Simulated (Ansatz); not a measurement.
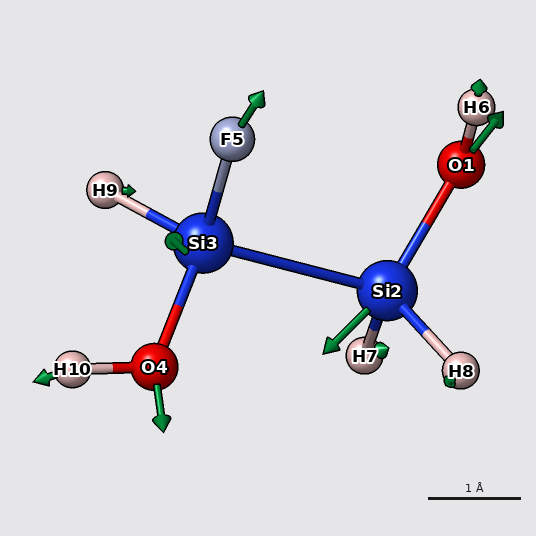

Arrows show the forces on the atoms, 10 Å of arrow for 1 eV/Å; forces under a tenth of the largest aren't drawn. Level of theory: r2SCAN-D4/def2-TZVPP (Ansatz 0.2.0).

Question: Along which bond is the force strongest?

Answer: O1–Si2, now 1.653 Å: the forces push its atoms apart, so a first step downhill lengthens it.

List the force components in the frame of the picture (x right, y up, z towards the viewer), in eV/Å.

```
atom     Fx     Fy     Fz
  O1   0.03   0.04  −0.04
 Si2  −0.05  −0.05   0.02
 Si3  −0.02   0.01  −0.08
  O4   0.01  −0.05   0.03
  F5   0.02   0.04   0.03
  H6   0.00   0.02   0.02
  H7   0.02   0.01   0.02
  H8  −0.01  −0.01  −0.01
  H9   0.02   0.00   0.00
 H10  −0.03  −0.01   0.01
```
